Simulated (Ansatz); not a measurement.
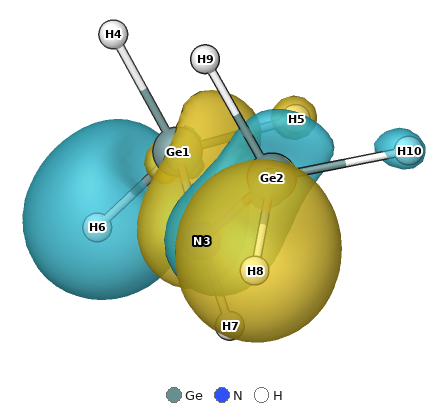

*Ge₂H₇N (SMILES [GeH3][NH][GeH3]). The HOMO−1 at ±0.15 Å⁻³ᐟ² (yellow and cyan are the two phases), seen at an oblique angle.*

Geometry: B3LYP/6-31G*.

Theory: isolated molecule in a Gaussian basis; Kohn-Sham density functional theory, functional PBE0 (Ansatz 0.2.0).

Input file:

```
crystal:
  periodic: [false, false, false]
  atoms:
    - symbol: Ge
      position_ang: [-0.092677, -1.250408, -0.803611]
    - symbol: Ge
      position_ang: [3.023249, -0.294015, -0.557586]
    - symbol: "N"
      position_ang: [1.420987, -0.419396, -1.490928]
    - symbol: H
      position_ang: [0.351325, -2.644393, -0.308579]
    - symbol: H
      position_ang: [-0.757008, -0.482895, 0.377029]
    - symbol: H
      position_ang: [-1.119710, -1.371240, -1.954870]
    - symbol: H
      position_ang: [1.196835, 0.438757, -1.989233]
    - symbol: H
      position_ang: [4.097635, 0.221981, -1.544630]
    - symbol: H
      position_ang: [3.362529, -1.717580, -0.063897]
    - symbol: H
      position_ang: [2.970560, 0.666444, 0.666751]
basis:
  gaussian: {orbitals: def2-TZVPD}
hamiltonian: {xc: pbe0}
output: {forces: true, orbitals: {seedname: orbitals}}
```

Command:

```sh
ansatz run input.yaml --threads 1 --pin off --max-ram 2610MiB --events-out events.jsonl --progress --plain --runs-dir runs
```

> What is the character of this orbital?

It lies mainly on Ge1 (about 20 %), Ge2 (about 20 %), H8 (about 20 %), H6 (about 20 %) and N3 (about 15 %). Its energy is −9.19 eV.
